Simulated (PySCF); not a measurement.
# CH4F2Si (SMILES C[SiH](F)F) at M06-L/cc-pVDZ

What is the energy change on altering one bond length of CH4F2Si at M06-L/cc-pVDZ? Input form: a Python script.

The results are computed with PySCF 2.14.0.

2 further runs of the same task are left out: 2 set aside as unsound or not needed.

**1. The structure to begin with**

CH4F2Si has 8 atoms, charge 0, and is taken as a singlet. As SMILES, `C[SiH](F)F`. The coordinates come from a PBE0-D4/def2-TZVP relaxation.

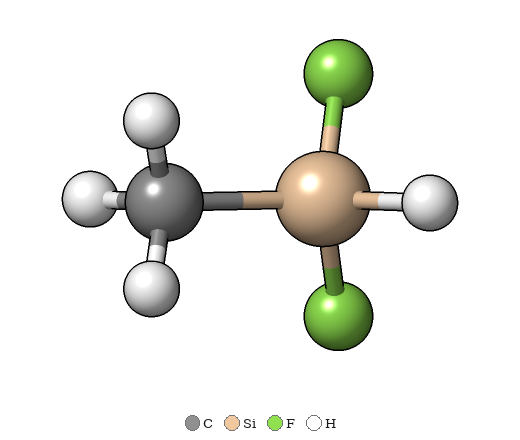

Viewed from a chosen angle; carbon grey, silicon light orange, fluorine green, hydrogen white.

**2. The energy at M06-L/cc-pVDZ**

Input file run.py:

```python
from pyscf import gto, dft

mol = gto.Mole()
mol.atom = '''
C   -0.387100   0.881700  -0.174700
Si   0.329300  -0.775200   0.180600
F    1.916300  -0.678300   0.226700
F   -0.035400  -1.783900  -0.994000
H   -0.013400   1.269000  -1.125400
H   -0.122700   1.591000   0.613300
H   -1.476800   0.824400  -0.231400
H   -0.118100  -1.385700   1.449000
'''
mol.spin = 0
mol.basis = 'cc-pvdz'
mol.verbose = 3
mol.charge = 0
mol.max_memory = 1860
mol.build()

ks = dft.RKS(mol)
ks.xc = 'm06-l'
ks.conv_tol = 1e-10
ks.grids.level = 5
ks.kernel()
if not ks.converged:
    ks = ks.newton().run(ks.mo_coeff, ks.mo_occ)

etot = ks.e_tot
print(f'total energy: {etot:.8f} hartree')
```

The run is started by

```sh
$ OMP_NUM_THREADS=1 python run.py
```

Log:

```text
converged SCF energy = -529.789514379122
total energy: -529.78951438 hartree
```

It took 30 s on 1 thread of Intel Xeon at 2.70GHz, shared host; peak memory 0.42 GiB.

**3. The distorted shape at the same level**

Input file geometry.xyz:

```xyz
8
CH4F2Si
C     -0.602015     1.378759    -0.281288
Si     0.329300    -0.775200     0.180600
F      1.916300    -0.678300     0.226700
F     -0.035400    -1.783900    -0.994000
H     -0.228315     1.766059    -1.231988
H     -0.337615     2.088059     0.506712
H     -1.691715     1.321459    -0.337988
H     -0.118100    -1.385700     1.449000
```

Input file run.py:

```python
from pyscf import gto, dft

mol = gto.M(
    atom='geometry.xyz',
    max_memory=1860,
    charge=0,
    verbose=4,
    spin=0,
    basis='cc-pvdz',
)

mf = dft.RKS(mol, xc='m06-l')
mf.grids.level = 5
mf.conv_tol = 1e-10
mf.kernel()
if not mf.converged:
    mf = mf.newton().run(mf.mo_coeff, mf.mo_occ)

etot = mf.e_tot
print(f'total energy: {etot:.8f} hartree')
```

The run is started by

```sh
$ OMP_NUM_THREADS=1 python run.py
```

Log:

```text
PySCF version 2.14.0

[INPUT] num. atoms = 8
[INPUT] num. electrons = 42
[INPUT] charge = 0
[INPUT] spin (= nelec alpha-beta = 2S) = 0
[INPUT] symmetry False subgroup None
[INPUT] Mole.unit = angstrom
[INPUT] Symbol           X                Y                Z      unit          X                Y                Z       unit  Magmom
[INPUT]  1 C     -0.602015000000   1.378759000000  -0.281288000000 AA   -1.137643472880   2.605476901779  -0.531557282127 Bohr   0.0
[INPUT]  2 Si     0.329300000000  -0.775200000000   0.180600000000 AA    0.622286812819  -1.464915691763   0.341284538096 Bohr   0.0
[INPUT]  3 F      1.916300000000  -0.678300000000   0.226700000000 AA    3.621282172504  -1.281801230292   0.428400912439 Bohr   0.0
[INPUT]  4 F     -0.035400000000  -1.783900000000  -0.994000000000 AA   -0.066896304810  -3.371082433612  -1.878387767818 Bohr   0.0
[INPUT]  5 H     -0.228315000000   1.766059000000  -1.231988000000 AA   -0.431452820130   3.337367829823  -2.328119908751 Bohr   0.0
[INPUT]  6 H     -0.337615000000   2.088059000000   0.506712000000 AA   -0.637999885545   3.945859641933   0.957546904031 Bohr   0.0
[INPUT]  7 H     -1.691715000000   1.321459000000  -0.337988000000 AA   -3.196878030819   2.497195594842  -0.638704753389 Bohr   0.0
[INPUT]  8 H     -0.118100000000  -1.385700000000   1.449000000000 AA   -0.223176655311  -2.618593490810   2.738213154495 Bohr   0.0

nuclear repulsion = 171.564865339929
number of shells = 32
number of NR pGTOs = 147
number of NR cGTOs = 80
basis = cc-pvdz
ecp = {}

******** <class 'pyscf.dft.rks.RKS'> ********
method = RKS
initial guess = minao
damping factor = 0
level_shift factor = 0
DIIS = <class 'pyscf.scf.diis.CDIIS'>
diis_start_cycle = 1
diis_space = 8
diis_damp = 0
SCF conv_tol = 1e-10
SCF conv_tol_grad = None
SCF max_cycles = 50
direct_scf = True
direct_scf_tol = 1e-13
XC library pyscf.dft.libxc version 7.0.0
    S. Lehtola, C. Steigemann, M. J.T. Oliveira, and M. A.L. Marques.,  SoftwareX 7, 1–5 (2018)
XC functionals = m06-l
    Y. Zhao and D. G. Truhlar.,  Theor. Chem. Acc. 120, 215 (2008)
radial grids:
    Treutler-Ahlrichs [JCP 102, 346 (1995); DOI:10.1063/1.469408] (M4) radial grids

becke partition: Becke, JCP 88, 2547 (1988); DOI:10.1063/1.454033
pruning grids: <function nwchem_prune>
grids dens level: 5
symmetrized grids: False
atomic radii adjust function: <function treutler_atomic_radii_adjust>
small_rho_cutoff = 0
Set gradient conv threshold to 1e-05
Initial guess from minao.
tot grids = 268448
init E= -529.710767241607
  HOMO = -0.313439722481131  LUMO = -0.0689052325698771  gap/eV = 6.65412
cycle= 1 E= -529.592928912027  delta_E= 0.118  |g|= 0.862  |ddm|= 2.29
  HOMO = -0.221618890672506  LUMO = -0.000929393710132231  gap/eV = 6.00527
cycle= 2 E= -529.291602775656  delta_E= 0.301  |g|= 1.51  |ddm|= 1.55
  HOMO = -0.262028284596476  LUMO = -0.0164731932700839  gap/eV = 6.68189
cycle= 3 E= -529.736043708088  delta_E= -0.444  |g|= 0.0522  |ddm|= 1.05
  HOMO = -0.271064943749499  LUMO = -0.0235844742932203  gap/eV = 6.73429
cycle= 4 E= -529.736049676974  delta_E= -5.97e-06  |g|= 0.0528  |ddm|= 0.0913
  HOMO = -0.267256528288284  LUMO = -0.0206264829194742  gap/eV = 6.71115
cycle= 5 E= -529.736792445807  delta_E= -0.000743  |g|= 0.00899  |ddm|= 0.0522
  HOMO = -0.267265629611046  LUMO = -0.0202162974015669  gap/eV = 6.72255
cycle= 6 E= -529.736825365185  delta_E= -3.29e-05  |g|= 0.00131  |ddm|= 0.0139
  HOMO = -0.267081177559438  LUMO = -0.02004946011871  gap/eV = 6.72208
cycle= 7 E= -529.736825861808  delta_E= -4.97e-07  |g|= 0.000301  |ddm|= 0.00172
  HOMO = -0.267125713534316  LUMO = -0.0200954782612071  gap/eV = 6.72204
cycle= 8 E= -529.736825886407  delta_E= -2.46e-08  |g|= 7.6e-05  |ddm|= 0.000391
  HOMO = -0.267120994949431  LUMO = -0.020089211879839  gap/eV = 6.72208
cycle= 9 E= -529.736825888442  delta_E= -2.03e-09  |g|= 1.09e-05  |ddm|= 9.94e-05
  HOMO = -0.267122425067138  LUMO = -0.0200904105249906  gap/eV = 6.72208
cycle= 10 E= -529.736825888477  delta_E= -3.48e-11  |g|= 2.28e-06  |ddm|= 1.36e-05
  HOMO = -0.267122092103326  LUMO = -0.0200902227392308  gap/eV = 6.72208
Extra cycle  E= -529.736825888474  delta_E= 2.5e-12  |g|= 3.61e-06  |ddm|= 5.48e-06
converged SCF energy = -529.736825888474
total energy: -529.73682589 hartree
```

Run time: 26 s. Hardware: 1 thread of Intel Xeon at 2.70GHz, shared host; peak memory 0.42 GiB.

**4. What came out**

At M06-L/cc-pVDZ:

| quantity | value |
| --- | --- |
| first shape: total energy | -529.78951 Eh |
| first shape: dipole moment | 2.19 D |
| first shape: HOMO energy | -8.10 eV |
| first shape: LUMO energy | 1.23 eV |
| first shape: HOMO–LUMO gap | 9.34 eV |
| distorted shape: total energy | -529.73683 Eh |
| distorted shape: dipole moment | 1.56 D |
| distorted shape: HOMO energy | -7.27 eV |
| distorted shape: LUMO energy | -0.55 eV |
| distorted shape: HOMO–LUMO gap | 6.72 eV |
| energy change with the C1–Si2 bond stretched from 1.840 to 2.392 Å | 1.434 eV |

With the C1–Si2 bond stretched from 1.840 to 2.392 Å the energy rises by 1.43 eV (33 kcal/mol). The first shape isn't relaxed at this level, so the change isn't measured from a minimum. Mulliken charges (first shape) run from -0.35 on F3 to +0.90 on Si2. Mulliken charges (distorted shape) run from -0.40 on C1 to +0.93 on Si2.
